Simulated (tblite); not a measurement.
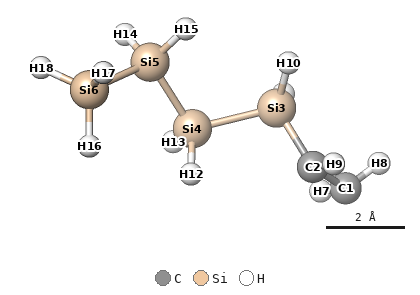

Fig. 1: The starting structure (ball-and-stick view, seen at a tilt; atoms are numbered from 1 in the order of the input).

## C$_{2}$H$_{12}$Si$_{4}$ (charge −1): geometry relaxation

System: C$_{2}$H$_{12}$Si$_{4}$, charge −1, multiplicity 2.
Method: GFN2-xTB geometry optimisation, gas phase (tblite 0.8.0).

It belongs to a series of runs on one base structure; here: electron added.

## Input
```
{"job": {"kind": "relax", "xc": "GFN2-xTB", "basis": "xTB"}, "charge": -1, "multiplicity": 2}
C      3.967200    -0.573600    -0.749400
C      2.592800    -1.100700    -0.419600
Si     1.621800    -0.008300     0.713400
Si    -0.212200     0.612600    -0.454200
Si    -1.996500     0.589500     0.898500
Si    -3.823600    -0.160900    -0.182600
H      3.855500     0.501300    -1.068000
H      4.672100    -0.571300     0.116000
H      2.587000    -2.170100    -0.127400
H      1.203700    -0.666100     1.969200
H      2.323100     1.229900     1.037700
H     -0.360900    -0.386100    -1.532900
H      0.050100     1.929800    -1.002100
H     -2.234200     1.967200     1.319400
H     -1.749600    -0.266700     2.044000
H     -3.439000    -0.392700    -1.575000
H     -4.241100    -1.418000     0.425600
H     -4.825000     0.890400    -0.048900
```

The first line tells a small driver script what to run in tblite; the rest is the geometry in Å.

Hardware: 1 CPU thread, shared host.

Run as:
```bash
OMP_NUM_THREADS=1 python <driver script> task.json out
```

## What the program printed
```
step      E/eV     max force
  0    -470.96466    2.271
  1    -471.13799    1.356
  2    -471.30946    1.122
  3    -471.39089    1.147
  4    -471.65857    1.064
  5    -471.79801    1.490
  6    -471.88019    0.842
  7    -471.98238    0.871
  8    -472.09479    1.073
  9    -472.21849    1.263
 10    -472.32994    1.036
 11    -472.44093    1.071
 12    -472.50473    1.356
 13    -472.59253    1.778
 14    -472.68378    0.636
 15    -472.76387    0.575
 16    -472.80756    0.657
 17    -472.84142    0.580
 18    -472.92303    0.491
 19    -472.98176    0.476
 20    -473.03070    0.428
 21    -473.05178    0.293
 22    -473.05703    0.370
 23    -473.06470    0.204
 24    -473.07017    0.202
 25    -473.08489    0.229
 26    -473.09647    0.303
 27    -473.11015    0.307
 28    -473.11805    0.179
 29    -473.12357    0.163
 30    -473.12835    0.188
 31    -473.13614    0.255
 32    -473.14642    0.340
 33    -473.15783    0.332
 34    -473.16680    0.236
 35    -473.17344    0.184
 36    -473.17891    0.163
 37    -473.18431    0.193
 38    -473.19092    0.246
 39    -473.19879    0.271
 40    -473.20566    0.210
 41    -473.20998    0.152
 42    -473.21256    0.148
 43    -473.21436    0.090
 44    -473.21604    0.102
 45    -473.21770    0.089
 46    -473.21944    0.149
 47    -473.22156    0.166
 48    -473.22404    0.134
 49    -473.22633    0.113
 50    -473.22832    0.105
 51    -473.23054    0.130
 52    -473.23338    0.188
 53    -473.23665    0.189
 54    -473.23963    0.147
 55    -473.24185    0.119
 56    -473.24345    0.102
 57    -473.24524    0.125
 58    -473.24775    0.134
 59    -473.25078    0.173
 60    -473.25362    0.156
 61    -473.25533    0.087
 62    -473.25616    0.054
 63    -473.25670    0.052
 64    -473.25726    0.070
 65    -473.25801    0.088
 66    -473.25889    0.078
 67    -473.25957    0.054
 68    -473.25992    0.049
 69    -473.26013    0.038
 70    -473.26037    0.040
 71    -473.26074    0.044
 72    -473.26123    0.054
 73    -473.26171    0.054
 74    -473.26205    0.037
 75    -473.26227    0.040
 76    -473.26251    0.041
 77    -473.26290    0.074
 78    -473.26353    0.100
 79    -473.26436    0.092
 80    -473.26508    0.060
 81    -473.26558    0.048
 82    -473.26603    0.064
 83    -473.26673    0.104
 84    -473.26813    0.141
 85    -473.27065    0.157
 86    -473.27407    0.197
 87    -473.27760    0.177
 88    -473.28079    0.118
 89    -473.28318    0.107
 90    -473.28574    0.116
 91    -473.28874    0.121
 92    -473.29201    0.220
 93    -473.29413    0.159
 94    -473.29785    0.098
 95    -473.30139    0.132
 96    -473.30314    0.162
 97    -473.30538    0.113
 98    -473.30722    0.080
 99    -473.30820    0.086
100    -473.31001    0.109
101    -473.31155    0.094
102    -473.31314    0.080
103    -473.31464    0.105
104    -473.31632    0.089
105    -473.31787    0.070
106    -473.31931    0.053
107    -473.32004    0.055
108    -473.32070    0.063
109    -473.32122    0.058
110    -473.32198    0.080
111    -473.32288    0.087
112    -473.32408    0.078
113    -473.32515    0.072
114    -473.32555    0.051
115    -473.32598    0.037
116    -473.32641    0.038
117    -473.32680    0.051
118    -473.32712    0.035
119    -473.32740    0.034
120    -473.32758    0.031
121    -473.32771    0.027
122    -473.32783    0.027
123    -473.32826    0.044
124    -473.32856    0.049
125    -473.32902    0.052
126    -473.32937    0.040
127    -473.32977    0.054
128    -473.33020    0.067
129    -473.33070    0.066
130    -473.33122    0.056
131    -473.33180    0.065
132    -473.33243    0.067
133    -473.33313    0.060
134    -473.33384    0.066
135    -473.33449    0.048
136    -473.33503    0.044
137    -473.33544    0.040
138    -473.33578    0.055
139    -473.33613    0.056
140    -473.33654    0.046
141    -473.33702    0.044
142    -473.33755    0.050
143    -473.33806    0.056
144    -473.33857    0.060
145    -473.33913    0.073
146    -473.33978    0.075
147    -473.34050    0.061
148    -473.34130    0.068
149    -473.34197    0.066
150    -473.34269    0.058
151    -473.34327    0.052
152    -473.34389    0.041
153    -473.34444    0.053
154    -473.34520    0.075
155    -473.34592    0.083
156    -473.34646    0.061
157    -473.34688    0.030
158    -473.34709    0.031
159    -473.34722    0.033
160    -473.34738    0.030
161    -473.34773    0.035
162    -473.34797    0.032
163    -473.34821    0.037
164    -473.34842    0.036
165    -473.34863    0.030
166    -473.34887    0.030
167    -473.34916    0.042
168    -473.34961    0.052
169    -473.35031    0.064
170    -473.35141    0.083
171    -473.35253    0.089
172    -473.35371    0.105
173    -473.35459    0.059
174    -473.35553    0.050
175    -473.35621    0.063
176    -473.35729    0.079
177    -473.35801    0.062
178    -473.35862    0.054
179    -473.35910    0.047
180    -473.35953    0.036
181    -473.35982    0.032
182    -473.36000    0.051
183    -473.36017    0.040
184    -473.36037    0.030
185    -473.36065    0.035
186    -473.36094    0.045
187    -473.36133    0.058
188    -473.36174    0.051
189    -473.36204    0.032
190    -473.36220    0.033
191    -473.36236    0.027
192    -473.36254    0.023
193    -473.36274    0.025
194    -473.36294    0.030
195    -473.36316    0.034
196    -473.36331    0.028
197    -473.36344    0.020
198    -473.36356    0.022
199    -473.36369    0.030
200    -473.36383    0.034
201    -473.36395    0.031
202    -473.36406    0.036
203    -473.36417    0.027
204    -473.36434    0.025
205    -473.36447    0.026
206    -473.36460    0.028
207    -473.36467    0.021
208    -473.36471    0.016
209    -473.36476    0.015
210    -473.36481    0.020
211    -473.36489    0.022
212    -473.36499    0.021
213    -473.36509    0.023
214    -473.36517    0.021
215    -473.36523    0.013
216    -473.36526    0.010
217    -473.36529    0.009
```

## Trajectory as extended XYZ (Å, eV, eV/Å), 6 of the 218 frames kept, from step=0 to step=217
```
18
Properties=species:S:1:pos:R:3:forces:R:3 step=0 energy=-470.96466
C     3.9672   -0.5736   -0.7494   -1.7660   0.7470   1.2170
C     2.5928   -1.1007   -0.4196    1.7480   0.3160   0.1610
Si    1.6218   -0.0083    0.7134    0.4910  -0.8240  -0.9050
Si   -0.2122    0.6126   -0.4542    0.6840  -0.3770  -0.0890
Si   -1.9965    0.5895    0.8985   -0.2160   0.2590  -0.1760
Si   -3.8236   -0.1609   -0.1826    0.1890   0.1130   0.2810
H     3.8555    0.5013   -1.0680    0.2530  -0.6470   0.0280
H     4.6721   -0.5713    0.1160    0.1490  -0.6770  -0.9370
H     2.5870   -2.1701   -0.1274    0.2090   0.2610   0.0210
H     1.2037   -0.6661    1.9692   -0.0530   0.1970   0.2870
H     2.3231    1.2299    1.0377    0.0910   0.2490   0.4340
H    -0.3609   -0.3861   -1.5329   -0.2540   0.3630  -0.1440
H     0.0501    1.9298   -1.0021   -0.2520   0.2900  -0.4450
H    -2.2342    1.9672    1.3194   -0.1210   0.1250   0.4090
H    -1.7496   -0.2667    2.0440    0.0340   0.0030   0.4370
H    -3.4390   -0.3927   -1.5750   -0.3710  -0.0730  -0.1000
H    -4.2411   -1.4180    0.4256   -0.3850  -0.1460  -0.1910
H    -4.8250    0.8904   -0.0489   -0.4300  -0.1800  -0.2870
18
Properties=species:S:1:pos:R:3:forces:R:3 step=43 energy=-473.21436
C     4.3039   -0.5644   -0.6603    0.0390   0.0470   0.0110
C     3.2226   -0.9585    0.0457    0.0860  -0.0110   0.0140
Si    1.8472    0.0874    0.7474   -0.0040  -0.0540  -0.0160
Si   -0.1321    0.7951   -0.2651   -0.0570  -0.0380   0.0160
Si   -2.2649    0.7608    0.6958    0.0460  -0.0020  -0.0770
Si   -4.2293   -0.1497   -0.1122   -0.0110   0.0410  -0.0040
H     4.5646    0.4799   -0.7582   -0.0230  -0.0260   0.0160
H     4.9952   -1.2620   -1.1190   -0.0730   0.0260  -0.0140
H     3.0338   -2.0315    0.0681   -0.0010  -0.0080  -0.0450
H     1.3339   -0.7960    1.8354    0.0070   0.0260   0.0550
H     2.4928    1.2338    1.4389   -0.0080   0.0110  -0.0400
H    -0.3632   -0.2269   -1.3501    0.0440   0.0230   0.0320
H     0.0412    1.9991   -1.1300   -0.0030  -0.0020   0.0240
H    -2.6617    2.0174    1.3923    0.0370   0.0070  -0.0070
H    -1.9934   -0.1251    1.8738   -0.0500  -0.0130   0.0510
H    -3.9659   -0.5422   -1.5199   -0.0430  -0.0310   0.0000
H    -4.7965   -1.4065    0.4311   -0.0170   0.0300  -0.0200
H    -5.4371    0.6956   -0.2501    0.0300  -0.0280   0.0040
18
Properties=species:S:1:pos:R:3:forces:R:3 step=87 energy=-473.27760
C     4.3364   -0.3973   -0.7430    0.0560  -0.0380  -0.0010
C     3.3451   -0.9246    0.0013   -0.0270   0.0590   0.0040
Si    1.9898    0.0282    0.8684    0.0270  -0.1260   0.1080
Si   -0.1204    0.4454   -0.0532    0.0820  -0.0270  -0.1550
Si   -2.3364    0.6129    0.6622   -0.0760   0.0250   0.0530
Si   -4.4090   -0.0131   -0.1929    0.0100   0.0130  -0.0350
H     4.5430    0.6613   -0.7255   -0.0190   0.0310  -0.0160
H     4.9987   -0.9891   -1.3628   -0.0280  -0.0250   0.0160
H     3.1900   -2.0017   -0.0803    0.0190   0.0780  -0.0060
H     1.7491   -0.7670    2.1125   -0.0160  -0.0130  -0.0320
H     2.6116    1.2722    1.3863   -0.0020   0.0170  -0.0460
H    -0.2448   -0.6785   -1.0622   -0.0030   0.0670   0.0950
H     0.0858    1.5950   -0.9992   -0.0640  -0.0580   0.0430
H    -2.5439    2.0051    1.1742   -0.0260  -0.0290  -0.0360
H    -2.3596   -0.1298    1.9682    0.0370  -0.0280  -0.0130
H    -4.1886   -0.4955   -1.5846   -0.0390   0.0610   0.0210
H    -5.1390   -1.1761    0.3654    0.0180   0.0400   0.0330
H    -5.5165    0.9587   -0.3712    0.0520  -0.0480  -0.0310
18
Properties=species:S:1:pos:R:3:forces:R:3 step=130 energy=-473.33122
C     4.2384    0.0293   -0.8967    0.0180   0.0020   0.0140
C     3.5469   -0.6945    0.0067    0.0080  -0.0040  -0.0230
Si    2.0220   -0.1549    0.9416    0.0130  -0.0150   0.0010
Si   -0.1798   -0.2991    0.1495    0.0100  -0.0410   0.0370
Si   -2.3398    0.3832    0.7466    0.0390  -0.0090  -0.0150
Si   -4.3975    0.4121   -0.3240   -0.0220   0.0180  -0.0050
H     4.0846    1.0917   -1.0112   -0.0420  -0.0130   0.0130
H     5.0040   -0.4003   -1.5305   -0.0050   0.0010   0.0020
H     3.7671   -1.7621    0.0262   -0.0170   0.0160   0.0160
H     2.0972   -0.9124    2.2235   -0.0010   0.0080  -0.0150
H     2.2689    1.2596    1.3333   -0.0060  -0.0080  -0.0080
H    -0.3762   -1.7638   -0.1114    0.0040  -0.0010   0.0090
H    -0.0909    0.1936   -1.2616    0.0050   0.0330  -0.0260
H    -2.1766    1.8157    1.1551   -0.0130   0.0210  -0.0010
H    -2.6523   -0.2386    2.0709    0.0010   0.0170  -0.0040
H    -4.1678    0.0718   -1.7498   -0.0040   0.0130  -0.0350
H    -5.3737   -0.6210    0.0807   -0.0080  -0.0030   0.0130
H    -5.2832    1.5959   -0.4853    0.0180  -0.0370   0.0270
18
Properties=species:S:1:pos:R:3:forces:R:3 step=174 energy=-473.35553
C     4.1416    0.0468   -0.8846    0.0220  -0.0070  -0.0110
C     3.5839   -0.6985    0.0871   -0.0110  -0.0130   0.0150
Si    2.0009   -0.2735    0.9878    0.0440   0.0140   0.0020
Si   -0.1603   -0.3965    0.0995   -0.0040  -0.0090   0.0240
Si   -2.2786    0.4650    0.6094    0.0280  -0.0340   0.0160
Si   -4.4137    0.4440   -0.2913   -0.0200   0.0450  -0.0110
H     3.7907    1.0448   -1.0964   -0.0060   0.0080  -0.0020
H     4.9726   -0.2961   -1.4873    0.0090   0.0050  -0.0070
H     3.9869   -1.7026    0.2141   -0.0500   0.0010  -0.0040
H     2.0830   -1.0410    2.2588   -0.0060  -0.0260   0.0010
H     2.1925    1.1391    1.4181   -0.0200   0.0300   0.0020
H    -0.4176   -1.8581   -0.1082    0.0120  -0.0030  -0.0140
H     0.0106    0.0525   -1.3189    0.0130  -0.0240  -0.0200
H    -2.0150    1.9328    0.7555   -0.0260   0.0290   0.0220
H    -2.5317    0.0827    2.0374    0.0000   0.0260  -0.0040
H    -4.3149    0.6053   -1.7617    0.0010  -0.0330  -0.0150
H    -5.0558   -0.8780   -0.1082    0.0100   0.0160  -0.0270
H    -5.5838    1.3376   -0.0476    0.0020  -0.0250   0.0340
18
Properties=species:S:1:pos:R:3:forces:R:3 step=217 energy=-473.36529
C     4.1961    0.0069   -0.8536    0.0030  -0.0030   0.0030
C     3.5443   -0.7412    0.0566   -0.0070   0.0030   0.0050
Si    2.0069   -0.2294    0.9851    0.0070  -0.0010  -0.0040
Si   -0.1602   -0.3153    0.1049    0.0010  -0.0040   0.0050
Si   -2.2822    0.5509    0.5915    0.0010  -0.0020   0.0060
Si   -4.4225    0.3919   -0.2840    0.0070   0.0020   0.0040
H     3.9692    1.0538   -0.9824   -0.0020   0.0090  -0.0010
H     4.9846   -0.3830   -1.4839    0.0030  -0.0050  -0.0050
H     3.8151   -1.7950    0.0993    0.0000   0.0000   0.0030
H     2.0581   -1.0183    2.2459   -0.0010   0.0050  -0.0020
H     2.2540    1.1736    1.4175    0.0000  -0.0030   0.0010
H    -0.4325   -1.7836   -0.0348   -0.0010   0.0010  -0.0040
H     0.0142    0.0549   -1.3364    0.0000  -0.0010  -0.0010
H    -2.0831    2.0336    0.6840   -0.0010   0.0030  -0.0020
H    -2.5076    0.2291    2.0392   -0.0040  -0.0020  -0.0040
H    -4.4101    0.7749   -1.7147   -0.0020   0.0020  -0.0030
H    -4.8482   -1.0265   -0.3027   -0.0030  -0.0070  -0.0020
H    -5.7048    1.0288    0.1323   -0.0030   0.0050   0.0030
```

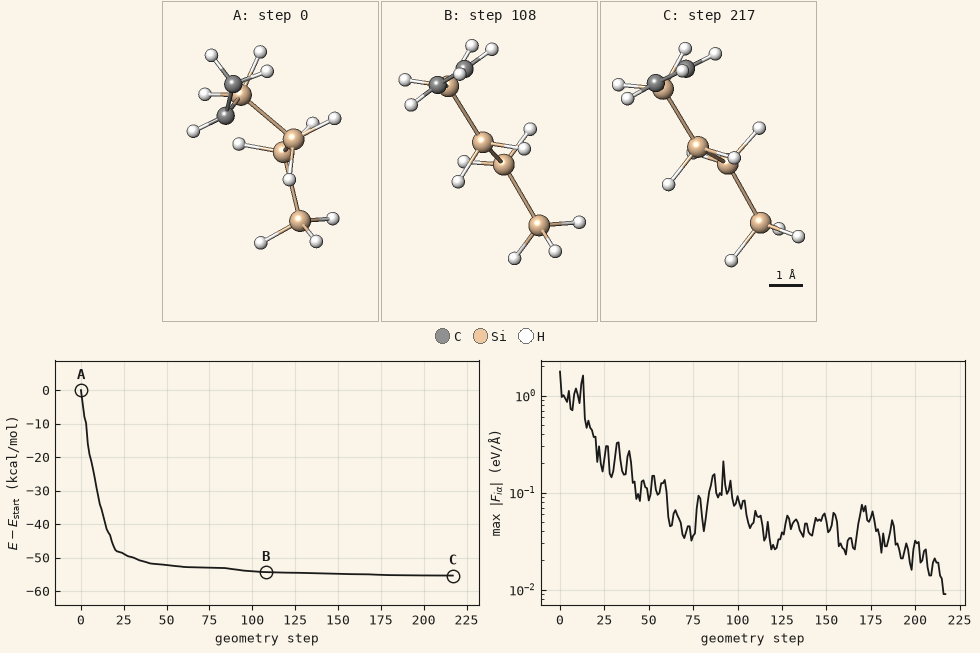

Fig. 2: Frames of the relaxation (ball-and-stick view, seen at an oblique angle) above the curves, on which the letters mark them (steps are counted from 0).

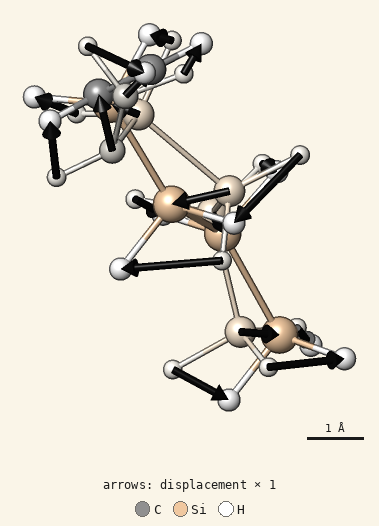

Fig. 3: Start (faint) and end (solid) with the displacements as black arrows, at true length (ball-and-stick view, seen at an oblique angle). The two geometries are laid on each other by the best rigid fit. H12 moves most after the best rigid fit: 1.93 Å. Largest moves by element: H 1.93 Å, C 1.10 Å, Si 1.07 Å. Among the contacts that change: C1–C2 1.509 → 1.346 Å, Si4–Si5 2.239 → 2.343 Å, Si3–Si4 2.261 → 2.341 Å, Si5–Si6 2.252 → 2.318 Å. Among the angles that change: Si3–Si4–Si5 109.4° → 138.3°, Si4–Si5–Si6 111.1° → 137.1°, Si5–Si6–H18 105.8° → 131.2°. The energy falls by 55.4 kcal/mol in 217 geometry steps. The largest force component goes from 1.8 to 0.009 eV/Å. (Atoms are counted from 1 in the order of the input.)

## Results in brief

| quantity | value |
| --- | --- |
| outcome | converged |
| total energy | −473.3653 eV |
| wall time | 2.4 s |
| peak memory | 0.18 GiB |
